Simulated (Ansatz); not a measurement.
# Cl2FH3Si2···H2: what the fields show

Input file:

```
crystal:
  periodic: [false, false, false]
  atoms:
    - { symbol: Si, position_ang: [0.197623, -0.473138, -0.527378] }
    - { symbol: H, position_ang: [0.482838, 0.695932, 1.857619] }
    - { symbol: Cl, position_ang: [2.214541, -0.09621, -0.548397] }
    - { symbol: Si, position_ang: [-1.062176, 1.495351, -0.500538] }
    - { symbol: H, position_ang: [-2.421889, 1.193328, 0.036651] }
    - { symbol: H, position_ang: [-0.395571, 2.533107, 0.337753] }
    - { symbol: H, position_ang: [-1.160047, 1.963776, -1.913523] }
    - { symbol: Cl, position_ang: [-0.281477, -1.499575, -2.245936] }
    - { symbol: F, position_ang: [-0.106448, -1.498524, 0.670577] }
    - { symbol: H, position_ang: [0.188206, 0.076752, 2.069274] }
basis:
  gaussian: { orbitals: def2-SVP }
hamiltonian:
  xc: pbe0
  dispersion: d4
relax:
  f_tol: 0.03
  max_steps: 50
output:
  orbitals: {}
```

Run with:

```sh
ansatz run input.yaml --threads 2 --pin off --max-ram 3072MiB --backend cpu --events-out ev --progress --plain --runs-dir out
```

The fields are those of the run's last geometry, not of the input's.

Computed with RKS PBE0-D4/def2-SVP (Ansatz).

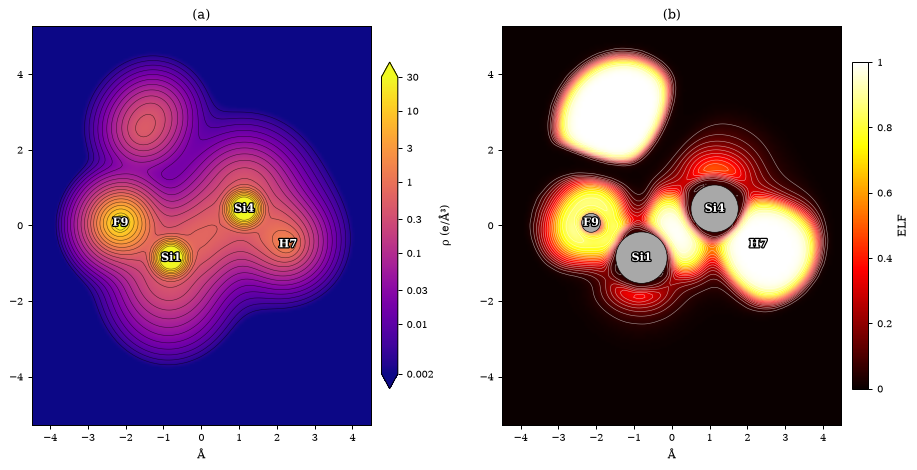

Figure 1. (a) total electron density; (b) ELF on the plane of atoms Si4, Si1 and F9. Grey discs cover the atomic cores in the ELF map.

What does the map show?

The section cuts through Si, H and F sites.
Si–F (1.62 Å): ρ is about 1 e/Å³ halfway; the ELF peaks at about 0.85 in the valence shell of F, 0.6 Å from its nucleus, and is about 0.50 at the midpoint.
Si–Si (2.33 Å): ρ at the midpoint is about 0.68 e/Å³; the ELF peaks at about 1 between the atoms: a covalent bond.
Si–H (1.49 Å): the density is about 0.76 e/Å³ at the midpoint; the ELF climbs to about 1 towards the hydrogen, as it does in any bond to H.
The ELF also peaks beside F9, away from the bonds: lone-pair regions.

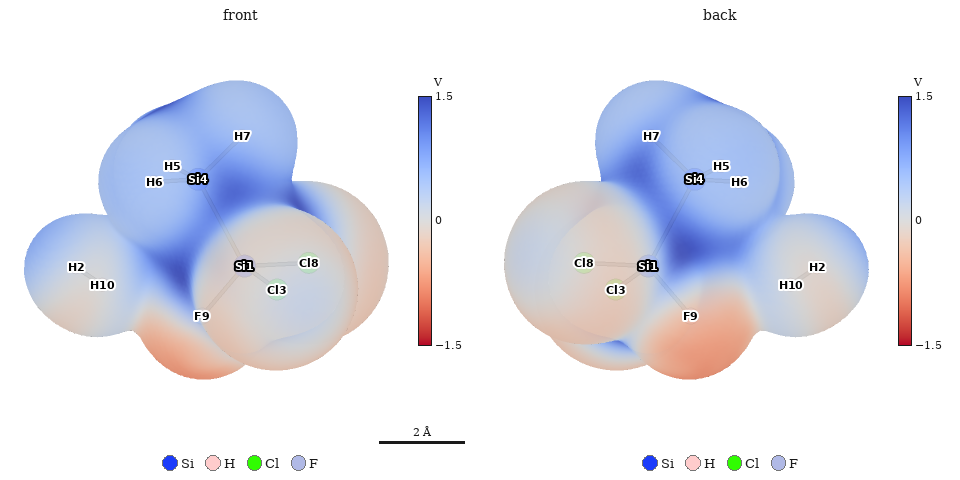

Figure 2. The electrostatic potential painted on the density surface at 0.002 e/bohr³, seen from the front and from behind; red is negative and blue positive.

Describe the electrostatic potential map.

The most negative region (about −0.8 V, or −18 kcal/mol for a unit charge) lies over F9, the most positive (about +1.4 V, or +32 kcal/mol for a unit charge) over Si1.

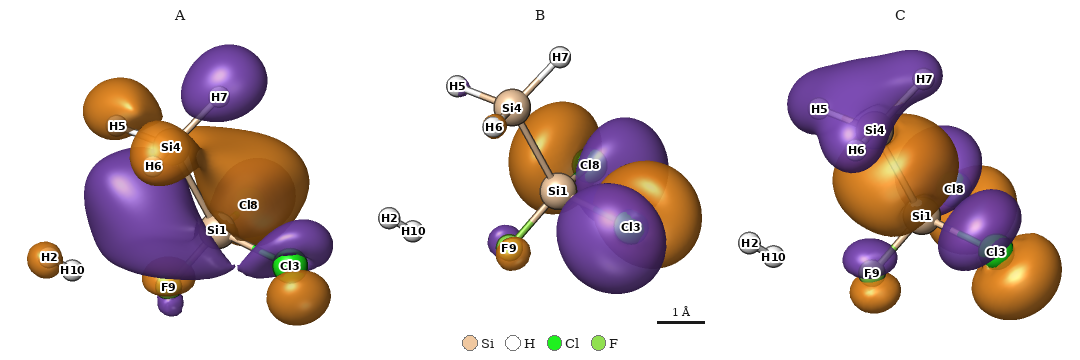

Figure 3. Three frontier orbitals at ±0.08 Å⁻³ᐟ² (orange and purple are the two phases), in no order.

Which picture is the HOMO−1, the HOMO and the LUMO?

B is the HOMO−1 (−9.40 eV). It lies mainly on Cl8 (about 45 %) and Cl3 (about 45 %); largely a combination of lone pairs on Cl8 and Cl3. C is the HOMO (−8.78 eV). By Hirshfeld shares it lies mainly on Si4 (about 25 %), Cl3 (about 20 %), Si1 (about 20 %) and Cl8 (about 20 %). A is the LUMO (−0.39 eV). It lies mainly on Si1 (about 35 %), Si4 (about 25 %), Cl3 (about 10 %), Cl8 (about 10 %) and H7 (about 5 %).

What is the HOMO–LUMO gap?

8.39 eV between the orbital energies.
